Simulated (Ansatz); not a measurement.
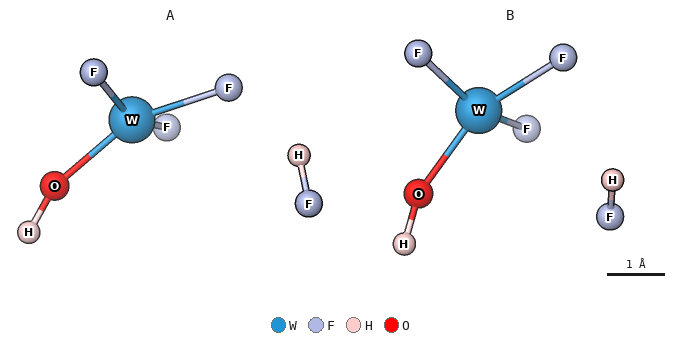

Two geometries of WH2OF4, drawn at one scale. One is the start of a relaxation, the other its converged end. A ball-and-stick model, seen face on.

The calculation used Ansatz, RHF/def2-SVP. Set-up: no spin polarisation; force threshold 0.03 eV/Å; at most 50 steps.

### Which one is relaxed?

Structure A is the relaxed one. The run prepares an end point of a later path (reaction) calculation, from a guessed geometry. The energy falls by 0.187 eV in 18 accepted moves (21 points after the start). Largest force component: 1 eV/Å at the start, 0.03 eV/Å at the end. The line search rejected the trial steps at points 2, 8, 15 of the run. The forces were under the threshold at step 19, but the run went on from there. The atom that moves furthest after the best rigid fit is an F atom (1.11 Å). Largest moves by element: F 1.11 Å, H 0.76 Å, O 0.51 Å, W 0.22 Å. Near-neighbour distances that change, for instance: F–W 3.047 → 3.772 Å, H–W 2.939 → 3.270 Å, F–H 0.926 → 0.907 Å, F–W 1.869 → 1.879 Å. Bond angles that change, for instance: O–W–F 151.9° → 156.3°, F–W–F 152.7° → 156.6°. The run took 37 s on 2 threads of Arm Neoverse V2, with other jobs on the host, peak memory 0.24 GiB.

Limits of the set-up: the start holds two separate molecules, 2.4 Å apart at their closest, whose relative position is a soft coordinate and is computed without a dispersion correction; Hartree-Fock leaves out electron correlation.
